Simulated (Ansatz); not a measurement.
## A ladder of methods for CH2BCl (SMILES B[C]Cl)

CH2BCl has 5 atoms, charge 0, and is taken as a triplet. SMILES: `B[C]Cl`. Geometry: relaxed at GFN2-xTB.

Each level gives the vertical ionisation energy (to the doublet cation) (eV). The values are calculated.

```csv
level,kind,program,value (eV),less FCI/STO-3G
USVWN5/STO-3G,LDA,Ansatz,7.70,+0.46
U-revPBE/STO-3G,GGA,Ansatz,7.84,+0.60
UBLYP/STO-3G,GGA,Ansatz,7.65,+0.41
U-r2SCAN/STO-3G,meta-GGA,Ansatz,8.17,+0.93
U-r2SCAN0/STO-3G,hybrid meta-GGA,Ansatz,8.47,+1.23
U-wB97M-V/STO-3G,range-separated hybrid,Ansatz,8.06,+0.82
UMP2/STO-3G,perturbation theory,Ansatz,7.50,+0.26
UCCSDT(Q)/STO-3G,coupled cluster or CI,Ansatz,7.24,0.00
FCI/STO-3G,exact in the basis,Ansatz,7.24,0.00
```

FCI/STO-3G is exact within its basis and frozen core, so for wave-function methods in that basis the difference is their error; functionals converge differently with the basis, so for them it is only a difference. The values span 7.24 to 8.47 eV. All rows use very small basis sets, so none should be taken for the real molecule's value.

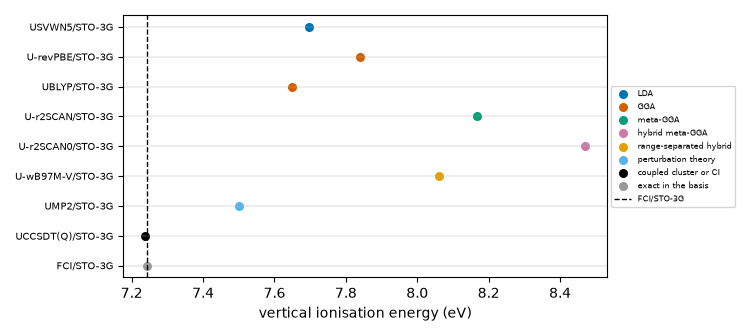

The values of the table, level by level.
